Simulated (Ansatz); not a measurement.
The calculation's input:

```
crystal:
  periodic: [false, false, false]
  atoms:
    - {symbol: N, position_ang: [0.667547, -0.219202, 0.343031]}
    - {symbol: Si, position_ang: [-0.667547, 0.219202, -0.343031]}
basis:
  gaussian: {orbitals: def2-TZVPP}
magnetization: {spin_polarized: true, initial_magnetization: 1}
hamiltonian: {xc: pbe0, dispersion: d4}
output: {orbitals: {seedname: orbitals}}
```

Run with:

```sh
ansatz run in.yaml --threads 2 --pin off --events-out ev --progress --plain --max-ram 32768MiB --backend cpu
```

Geometry: PBE0-D4/def2-TZVP.

The calculation used Ansatz, UKS PBE0-D4/def2-TZVPP.

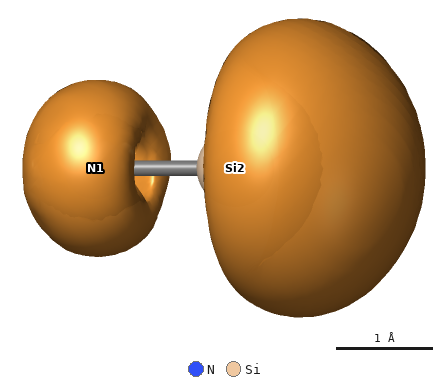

SiN (doublet). Isosurface of the electron localisation function at 0.8 (orange), seen from one side. Core shells and regions of very low density are left out.

Q: Identify the bonds, lone pairs and shells in this picture.

A: The ELF exceeds this value in one lobe on Si, pointing away from the bonds (non-bonding electrons) and one region wrapped around N (its valence shell). Profiles from the grid: Si–N (1.56 Å): the ELF peaks at about 0.75 in the valence shell of N, 0.6 Å from its nucleus, and is about 0.45 at the midpoint.
